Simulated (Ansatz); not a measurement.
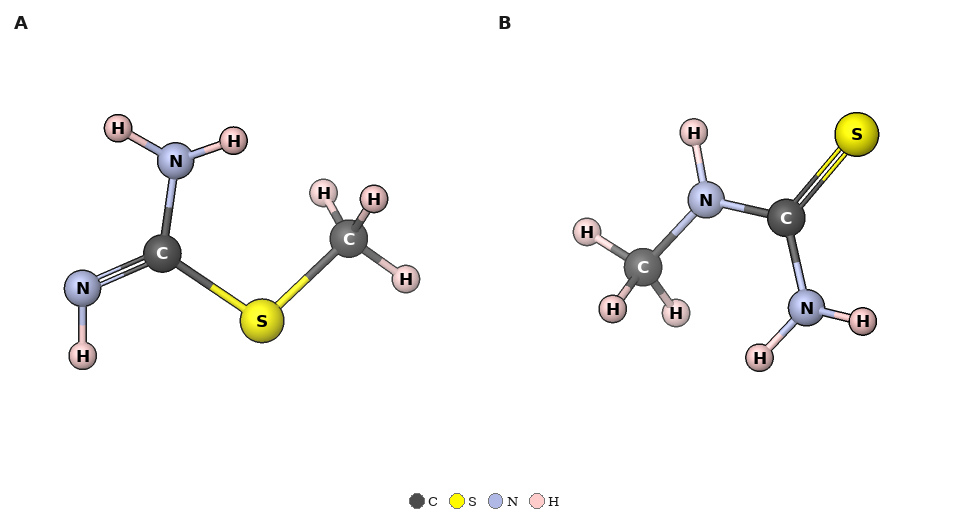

Distant atoms are faded towards the background colour. Computed geometry: PBE0-D4/def2-TZVP optimisation. No frequency run is at hand to confirm it as a minimum.

How are A and B related: the same structure turned, mirror images, conformers, diastereomers or constitutional isomers?

They are constitutional isomers of C2H6N2S: A is [H]/N=C(/N)SC, B is CNC(N)=S
